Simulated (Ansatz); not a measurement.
# FGeH3OSi: what the fields show

Input file:

```
crystal:
  periodic: [false, false, false]
  atoms:
    - {symbol: F, position_ang: [0.890026, -1.599508, 1.603397]}
    - {symbol: Ge, position_ang: [-0.347298, -2.244761, 0.524792]}
    - {symbol: O, position_ang: [-0.643985, -0.769820, -0.402737]}
    - {symbol: Si, position_ang: [-0.078482, 0.783745, -0.427166]}
    - {symbol: H, position_ang: [-0.796317, 1.505014, -1.507400]}
    - {symbol: H, position_ang: [-0.342184, 1.454231, 0.871234]}
    - {symbol: H, position_ang: [1.379539, 0.802998, -0.707721]}
basis:
  gaussian: {orbitals: def2-TZVPP}
hamiltonian: {xc: pbe0, dispersion: d4}
output: {orbitals: {seedname: orbitals}}
```

Run with:

```sh
ansatz run in.yaml --threads 4 --pin off --events-out ev --progress --plain --max-ram 10444MiB
```

Geometry: PBE0-D4/def2-TZVP.

The calculation used RKS PBE0-D4/def2-TZVPP in Ansatz.

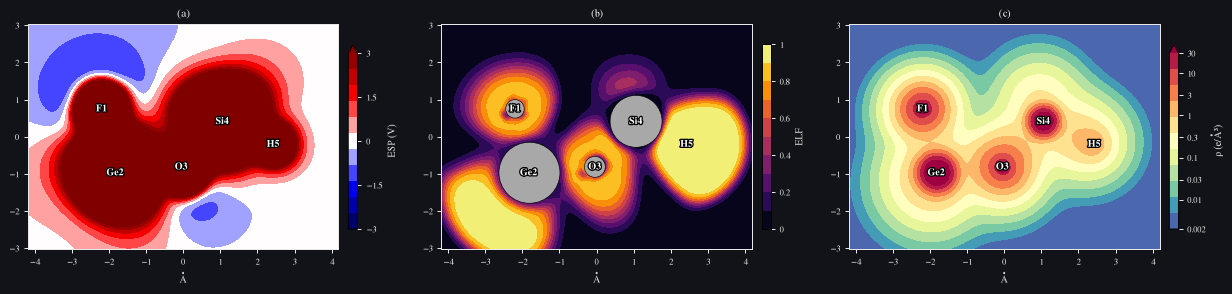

Figure 1. (a) electrostatic potential; (b) ELF; (c) electron density on the plane of atoms O3, Si4 and H5. Grey discs cover the atomic cores in the ELF map.

### What do the fields say about this system?

The section cuts through F, Ge, O, Si and H sites. Si–O (1.65 Å): the density is about 1.1 e/Å³ at the midpoint; the ELF peaks at about 0.85 between the atoms, as expected for a polar covalent bond. Ge–F (1.76 Å): ρ at the midpoint is about 0.91 e/Å³; the ELF peaks at about 0.80 in the valence shell of F, 0.5 Å from its nucleus, and is about 0.25 at the midpoint. Ge–O (1.77 Å): ρ is about 0.97 e/Å³ halfway; the ELF peaks at about 0.85 in the valence shell of O, 0.6 Å from its nucleus, and is about 0.25 at the midpoint. Si–H (1.48 Å): the density is about 0.82 e/Å³ at the midpoint; the ELF climbs to about 1 towards the hydrogen, as it does in any bond to H. The ELF also peaks beside O3 and F1, away from the bonds: lone-pair regions. Outside the dense part of the molecule the potential is most negative (−1.4 V) near F1.

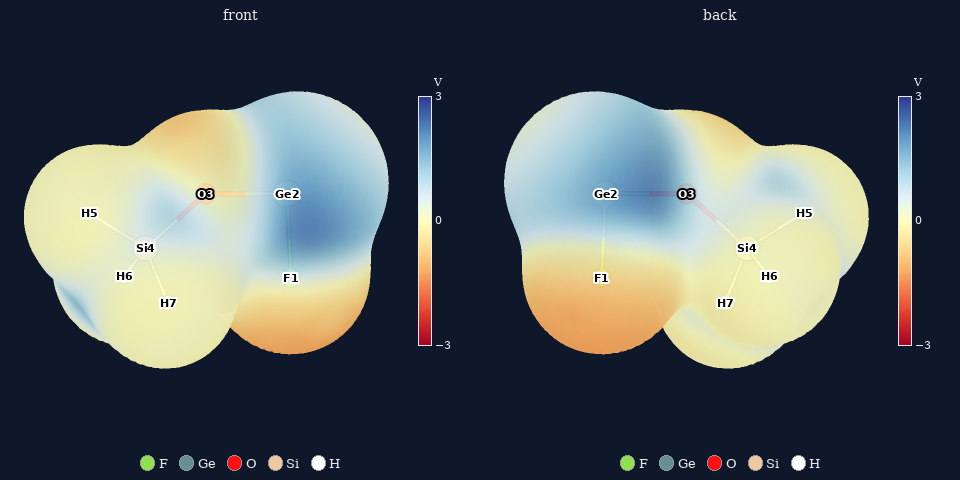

Figure 2. The molecular electrostatic potential painted on the density surface at 0.002 e/bohr³, seen from the front and from behind; the colour scale runs from red (negative) to blue (positive).

### Where is the surface potential most negative and most positive?

The most negative region (about −1.2 V) lies over F1, the most positive (about +2.2 V) over Ge2.

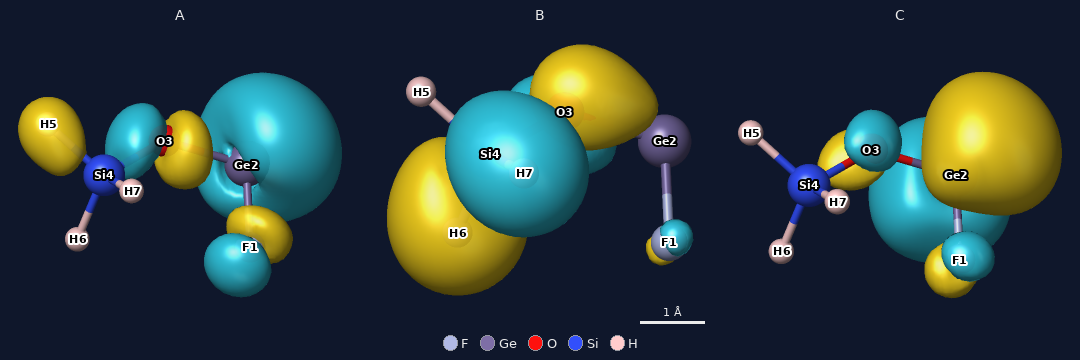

Figure 3. Three frontier orbitals at ±0.1 Å⁻³ᐟ² (yellow and cyan are the two phases), in no order.

### Which picture is the HOMO−1, the HOMO and the LUMO?

B is the HOMO−1 (−9.03 eV). Its weight (Hirshfeld) is mainly on Si4 (about 30 %), O3 (about 25 %), H7 (about 20 %) and H6 (about 20 %). A is the HOMO (−8.53 eV). Its weight (Hirshfeld) is mainly on Ge2 (about 65 %), F1 (about 15 %) and O3 (about 15 %). C is the LUMO (−2.27 eV). Its weight (Hirshfeld) is mainly on Ge2 (about 85 %) and O3 (about 5 %).

### What is the HOMO–LUMO gap?

6.26 eV between the orbital energies.
